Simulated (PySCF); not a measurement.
# [OsO3Cl]−: forces at shaken geometries

How stiff is [OsO3Cl]−? Its atoms are displaced at random by several amounts. The species was built from a template and needn't be a known compound.

Method: BP86, Os def2-SVP with ECP60, O def2-SVP, Cl def2-SVP; scalar-relativistic core potentials, no spin–orbit coupling; program: PySCF 2.14.0.

3 further runs of the same task are left out: 2 for a known fault of the program, 1 that didn't finish.

## Step 1: The starting structure

5 atoms, charge -1, spin multiplicity 1.

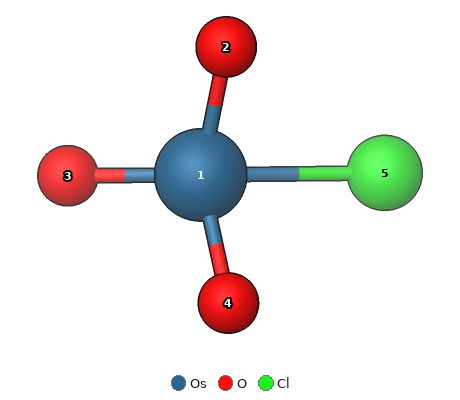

The geometry (osmium blue, oxygen red, chlorine green); atoms are numbered from 1 in the order of the file.

Coordinates:

| atom | x (Å) | y (Å) | z (Å) |
| --- | --- | --- | --- |
| Os1 | 0.00000 | 0.23635 | 0.03421 |
| O2 | 1.62206 | -0.02297 | 0.63418 |
| O3 | 0.00000 | 1.84224 | -0.64105 |
| O4 | -1.62206 | -0.02297 | 0.63418 |
| Cl5 | 0.00000 | -2.18579 | -0.49302 |

Formal oxidation states: Os +6. An earlier session relaxed this geometry at BP86, Os def2-SVP with ECP60, O def2-SVP, Cl def2-SVP (singlet, point group Cs).

Its energy there is -776.578953 Eh.

## Step 2: Atoms moved at random, σ = 0.15 Å

The input, run.py (the lines that set the calculation):

```python
mol = gto.M(atom='''
Os     0.04454     0.22153     0.22804
O      1.63065     0.02905     0.43247
O     -0.01570     1.97005    -0.54509
O     -1.47584    -0.12523     0.58181
Cl    -0.18364    -2.24853    -0.52872''',
    basis={'Os': 'def2-SVP', 'O': 'def2-SVP', 'Cl': 'def2-SVP'},
    ecp={'Os': 'def2-SVP'},
    charge=-1, spin=0)
mf = dft.RKS(mol, xc='B88,P86')
mf.grids.atom_grid = (50, 194)
mf = mf.density_fit()  # fitting sets: Os def2-universal-JKFIT, O def2-universal-JKFIT, Cl def2-universal-JKFIT
mf.conv_tol = 1e-08; mf.max_cycle = 55
mf.kernel(dm0)  # dm0: the density of the relaxed state
```

Command:

```bash
OMP_NUM_THREADS=2 python run.py
```

Log:

```text
init E= -776.523572431793
  HOMO = -0.0600380309143423  LUMO = -0.033979654156325  gap/eV = 0.70908
cycle= 1 E= -776.409295481551  delta_E= 0.114  |g|= 0.594  |ddm|= 1.47
  HOMO = 0.088124084987571  LUMO = 0.118092583662599  gap/eV = 0.81548
cycle= 2 E= -773.888879074431  delta_E= 2.52  |g|= 3.25  |ddm|= 3.07
  HOMO = 0.0277610536912932  LUMO = 0.0712190601296451  gap/eV = 1.18255
cycle= 3 E= -776.232842894215  delta_E= -2.34  |g|= 1.05  |ddm|= 2.47
  HOMO = -0.025676206924591  LUMO = 0.0169508096021929  gap/eV = 1.15994
cycle= 4 E= -776.410965367382  delta_E= -0.178  |g|= 0.631  |ddm|= 1.14
  HOMO = -0.0325270141759417  LUMO = 0.000614642921234143  gap/eV = 0.90183
cycle= 5 E= -776.480722194353  delta_E= -0.0698  |g|= 0.265  |ddm|= 0.817
  HOMO = -0.0267533619243179  LUMO = 0.00767277928701815  gap/eV = 0.93678
cycle= 6 E= -776.494978340596  delta_E= -0.0143  |g|= 0.142  |ddm|= 0.375
  HOMO = -0.0265102175393069  LUMO = 0.00707183581066789  gap/eV = 0.91381
cycle= 7 E= -776.497865686022  delta_E= -0.00289  |g|= 0.0712  |ddm|= 0.129
  HOMO = -0.0255496660513282  LUMO = 0.00753203995704327  gap/eV = 0.90020
cycle= 8 E= -776.499172139599  delta_E= -0.00131  |g|= 0.0134  |ddm|= 0.114
  HOMO = -0.0262544519039447  LUMO = 0.00674268216161544  gap/eV = 0.89790
cycle= 9 E= -776.499223266365  delta_E= -5.11e-05  |g|= 0.00336  |ddm|= 0.0191
  HOMO = -0.0261768243342532  LUMO = 0.00686009518086411  gap/eV = 0.89898
cycle= 10 E= -776.49922553757  delta_E= -2.27e-06  |g|= 0.00103  |ddm|= 0.00258
  HOMO = -0.0261722818105238  LUMO = 0.00687577433313763  gap/eV = 0.89928
cycle= 11 E= -776.499225752191  delta_E= -2.15e-07  |g|= 0.000146  |ddm|= 0.00177
  HOMO = -0.0261742844100087  LUMO = 0.0068758298176011  gap/eV = 0.89934
cycle= 12 E= -776.499225756328  delta_E= -4.14e-09  |g|= 7.3e-05  |ddm|= 0.000231
  HOMO = -0.0261670514735359  LUMO = 0.00687864353636986  gap/eV = 0.89922
Extra cycle  E= -776.499225718083  delta_E= 3.82e-08  |g|= 0.000414  |ddm|= 0.000487
converged SCF energy = -776.499225718083
```

Run time: 3.3 s. Hardware: 2 threads of Arm Neoverse V1, shared host.

Result: E = -776.499226 Eh (+2.169 eV from the relaxed state), HOMO -0.71 eV, LUMO 0.19 eV, Mulliken charge on Os1 +0.54 e, largest force component 10.180 eV/Å. The gap is small, and the closed shell wasn't tested for a lower spin-broken solution.

| atom | Fx | Fy | Fz (eV/Å) |
| --- | --- | --- | --- |
| Os1 | -0.154 | 8.261 | -7.936 |
| O2 | 9.728 | -2.371 | 2.222 |
| O3 | -0.015 | -3.791 | 1.954 |
| O4 | -10.180 | -2.454 | 3.581 |
| Cl5 | 0.622 | 0.354 | 0.178 |

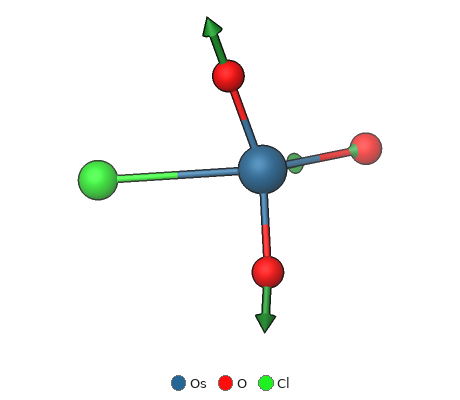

Forces as arrows, the longest for the largest force.

## Step 3: Atoms moved at random, σ = 0.06 Å

The input, run.py (the lines that set the calculation):

```python
mol = gto.M(atom='''
Os     0.08422     0.16323     0.03829
O      1.56337    -0.07892     0.62044
O     -0.02667     1.93623    -0.65901
O     -1.61634    -0.07794     0.64563
Cl    -0.00459    -2.09574    -0.47685''',
    basis={'Os': 'def2-SVP', 'O': 'def2-SVP', 'Cl': 'def2-SVP'},
    ecp={'Os': 'def2-SVP'},
    charge=-1, spin=0)
mf = dft.RKS(mol, xc='B88,P86')
mf.grids.atom_grid = (50, 194)
mf = mf.density_fit()  # fitting sets: Os def2-universal-JKFIT, O def2-universal-JKFIT, Cl def2-universal-JKFIT
mf.conv_tol = 1e-08; mf.max_cycle = 55
mf.kernel(dm0)  # dm0: the density of the relaxed state
```

Command:

```bash
OMP_NUM_THREADS=2 python run.py
```

Log:

```text
init E= -776.551535862123
  HOMO = -0.0305912121595664  LUMO = -0.00541706912370549  gap/eV = 0.68502
cycle= 1 E= -776.316894446576  delta_E= 0.235  |g|= 0.983  |ddm|= 1.29
  HOMO = 0.110187894074355  LUMO = 0.114746338398206  gap/eV = 0.12404
cycle= 2 E= -769.681087362315  delta_E= 6.64  |g|= 4.69  |ddm|= 4.69
  HOMO = 0.0607472889375902  LUMO = 0.100187541246103  gap/eV = 1.07322
cycle= 3 E= -775.918669564882  delta_E= -6.24  |g|= 1.64  |ddm|= 4.29
  HOMO = -0.01060911806148  LUMO = 0.0396286872859566  gap/eV = 1.36704
cycle= 4 E= -776.242915140571  delta_E= -0.324  |g|= 1.18  |ddm|= 2.01
  HOMO = -0.0181894097691652  LUMO = 0.0111350146262066  gap/eV = 0.79796
cycle= 5 E= -776.163592953316  delta_E= 0.0793  |g|= 1.36  |ddm|= 1.55
  HOMO = -0.0145879871234346  LUMO = 0.0242610206368219  gap/eV = 1.05714
cycle= 6 E= -776.508107727331  delta_E= -0.345  |g|= 0.364  |ddm|= 1.09
  HOMO = -0.00275891840870718  LUMO = 0.035061157692808  gap/eV = 1.02914
cycle= 7 E= -776.523248870752  delta_E= -0.0151  |g|= 0.23  |ddm|= 0.32
  HOMO = -0.00709365786974045  LUMO = 0.0285145996886823  gap/eV = 0.96895
cycle= 8 E= -776.535721341522  delta_E= -0.0125  |g|= 0.0611  |ddm|= 0.267
  HOMO = -0.0075490287170496  LUMO = 0.0271675165557811  gap/eV = 0.94469
cycle= 9 E= -776.536480720951  delta_E= -0.000759  |g|= 0.019  |ddm|= 0.0591
  HOMO = -0.00716577732658366  LUMO = 0.0276879102315468  gap/eV = 0.94842
cycle= 10 E= -776.536551889517  delta_E= -7.12e-05  |g|= 0.00506  |ddm|= 0.0126
  HOMO = -0.00715323969694626  LUMO = 0.0277182970928322  gap/eV = 0.94890
cycle= 11 E= -776.536557391295  delta_E= -5.5e-06  |g|= 0.0016  |ddm|= 0.00395
  HOMO = -0.00713141218435667  LUMO = 0.0277708641909143  gap/eV = 0.94974
cycle= 12 E= -776.536557941175  delta_E= -5.5e-07  |g|= 0.000473  |ddm|= 0.00184
  HOMO = -0.00712749734599635  LUMO = 0.0277701359333724  gap/eV = 0.94961
cycle= 13 E= -776.536557984117  delta_E= -4.29e-08  |g|= 0.000186  |ddm|= 0.000409
  HOMO = -0.00712810776575787  LUMO = 0.0277688081259666  gap/eV = 0.94959
cycle= 14 E= -776.53655799221  delta_E= -8.09e-09  |g|= 1.89e-05  |ddm|= 0.00018
  HOMO = -0.00712793589105035  LUMO = 0.0277669870925347  gap/eV = 0.94954
Extra cycle  E= -776.536557987865  delta_E= 4.34e-09  |g|= 0.000141  |ddm|= 0.000126
converged SCF energy = -776.536557987865
```

Wall time 3.6 s (2 threads of Arm Neoverse V1, shared host).

Result: E = -776.536558 Eh (+1.154 eV from the relaxed state), HOMO -0.19 eV, LUMO 0.76 eV, Mulliken charge on Os1 +0.52 e, largest force component 10.327 eV/Å. The gap is small, and the closed shell wasn't tested for a lower spin-broken solution.

| atom | Fx | Fy | Fz (eV/Å) |
| --- | --- | --- | --- |
| Os1 | -10.327 | 6.258 | -3.488 |
| O2 | 7.835 | -1.037 | 3.030 |
| O3 | 0.569 | -4.031 | 1.482 |
| O4 | 1.900 | 0.248 | -0.549 |
| Cl5 | 0.023 | -1.439 | -0.475 |

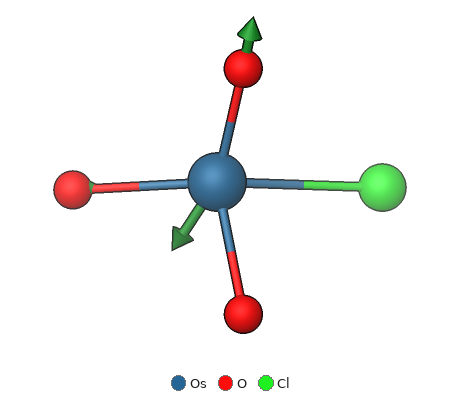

Forces as arrows, the longest for the largest force.

## Step 4: Atoms moved at random, σ = 0.15 Å

The input, run.py (the lines that set the calculation):

```python
mol = gto.M(atom='''
Os    -0.06485     0.28705     0.08377
O      1.89060     0.15074     0.51129
O     -0.02882     1.77255    -0.73214
O     -1.79753    -0.17617     0.74755
Cl     0.00060    -2.18731    -0.44197''',
    basis={'Os': 'def2-SVP', 'O': 'def2-SVP', 'Cl': 'def2-SVP'},
    ecp={'Os': 'def2-SVP'},
    charge=-1, spin=0)
mf = dft.RKS(mol, xc='B88,P86')
mf.grids.atom_grid = (50, 194)
mf = mf.density_fit()  # fitting sets: Os def2-universal-JKFIT, O def2-universal-JKFIT, Cl def2-universal-JKFIT
mf.conv_tol = 1e-08; mf.max_cycle = 55
mf.kernel(dm0)  # dm0: the density of the relaxed state
```

Command:

```bash
OMP_NUM_THREADS=2 python run.py
```

Log:

```text
init E= -776.39017945269
  HOMO = -0.113951594317003  LUMO = -0.0989017793639507  gap/eV = 0.40953
cycle= 1 E= -776.199456270672  delta_E= 0.191  |g|= 1.15  |ddm|= 1.89
  HOMO = 0.085135352192837  LUMO = 0.140388638773765  gap/eV = 1.50352
cycle= 2 E= -768.494214296879  delta_E= 7.71  |g|= 4.13  |ddm|= 4.54
  HOMO = 0.0826458392850999  LUMO = 0.128587238392642  gap/eV = 1.25013
cycle= 3 E= -775.164044221999  delta_E= -6.67  |g|=  2.3  |ddm|= 4.02
  HOMO = -0.0180907609549831  LUMO = 0.0202888898275511  gap/eV = 1.04436
cycle= 4 E= -776.027482773755  delta_E= -0.863  |g|= 1.52  |ddm|= 2.59
  HOMO = -0.0385205329498063  LUMO = -0.00228625394185977  gap/eV = 0.98598
cycle= 5 E= -776.124244698317  delta_E= -0.0968  |g|= 1.38  |ddm|= 0.593
  HOMO = -0.0334708683199477  LUMO = 0.00120099556873793  gap/eV = 0.94347
cycle= 6 E= -776.029554658458  delta_E= 0.0947  |g|= 1.55  |ddm|= 0.376
  HOMO = -0.034830983321043  LUMO = -0.00261445781059833  gap/eV = 0.87666
cycle= 7 E= -776.131128419725  delta_E= -0.102  |g|= 1.38  |ddm|= 0.227
  HOMO = -0.0317968999937305  LUMO = 0.00252375299333998  gap/eV = 0.93391
cycle= 8 E= -776.372653123027  delta_E= -0.242  |g|= 0.824  |ddm|= 0.731
  HOMO = -0.0326889442838454  LUMO = -0.00222298641742669  gap/eV = 0.82902
cycle= 9 E= -776.389243684309  delta_E= -0.0166  |g|= 0.794  |ddm|= 0.466
  HOMO = -0.0321108662586127  LUMO = -0.00385926055132241  gap/eV = 0.76877
cycle= 10 E= -776.510140758197  delta_E= -0.121  |g|= 0.221  |ddm|= 0.439
  HOMO = -0.0288086993273999  LUMO = -0.0020144638964365  gap/eV = 0.72911
cycle= 11 E= -776.520048037348  delta_E= -0.00991  |g|= 0.0379  |ddm|= 0.168
  HOMO = -0.028708082667584  LUMO = -0.00244102584552106  gap/eV = 0.71476
cycle= 12 E= -776.520323552824  delta_E= -0.000276  |g|= 0.0137  |ddm|= 0.0386
  HOMO = -0.0286028981692952  LUMO = -0.00204387709259768  gap/eV = 0.72271
cycle= 13 E= -776.520340774498  delta_E= -1.72e-05  |g|= 0.0107  |ddm|= 0.0205
  HOMO = -0.0285299152023679  LUMO = -0.00198238321749716  gap/eV = 0.72240
cycle= 14 E= -776.520362444216  delta_E= -2.17e-05  |g|= 0.00435  |ddm|= 0.0145
  HOMO = -0.0285365662009949  LUMO = -0.00199296106863225  gap/eV = 0.72229
cycle= 15 E= -776.520366764346  delta_E= -4.32e-06  |g|= 0.000145  |ddm|= 0.00454
  HOMO = -0.0285329680658474  LUMO = -0.00199347956644585  gap/eV = 0.72218
cycle= 16 E= -776.520366768097  delta_E= -3.75e-09  |g|= 0.000105  |ddm|= 0.000423
  HOMO = -0.028535342854117  LUMO = -0.00199606768978144  gap/eV = 0.72217
cycle= 17 E= -776.520366770833  delta_E= -2.74e-09  |g|= 5.36e-06  |ddm|= 0.000132
  HOMO = -0.0285350583956844  LUMO = -0.00199611585230308  gap/eV = 0.72216
Extra cycle  E= -776.520366770658  delta_E= 1.75e-10  |g|= 2.91e-05  |ddm|= 2.97e-05
converged SCF energy = -776.520366770658
```

Run time: 3.9 s. Hardware: 2 threads of Arm Neoverse V1, shared host.

Read off: E = -776.520367 Eh (+1.594 eV from the relaxed state), HOMO -0.78 eV, LUMO -0.05 eV, Mulliken charge on Os1 +0.53 e, largest force component 5.512 eV/Å. The gap is small, and the closed shell wasn't tested for a lower spin-broken solution.

| atom | Fx | Fy | Fz (eV/Å) |
| --- | --- | --- | --- |
| Os1 | 1.533 | -4.000 | 2.934 |
| O2 | -5.512 | 0.139 | -0.953 |
| O3 | -0.621 | 1.406 | -0.515 |
| O4 | 4.378 | 1.792 | -1.619 |
| Cl5 | 0.221 | 0.662 | 0.154 |

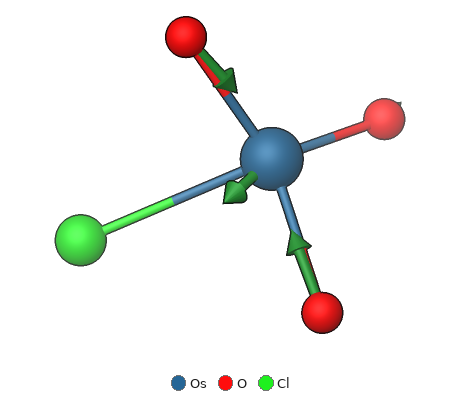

Forces as arrows, the longest for the largest force.

## Step 5: The displacements side by side

| σ (Å) | energy rise (eV) | harmonic estimate −½ F·u (eV) | largest force component (eV/Å) |
| --- | --- | --- | --- |
| 0.15 | 2.169 | 2.010 | 10.18 |
| 0.06 | 1.154 | 1.176 | 10.33 |
| 0.15 | 1.594 | 1.374 | 5.51 |

Every displacement raises the energy. For a harmonic well the rise equals −½ F·u; the two differ by at most 14 % here (a move with σ = 0.15 Å), from anharmonicity, the grid and the small forces left at the relaxed point. These are double-zeta-type bases without diffuse functions. Spin–orbit coupling is left out.
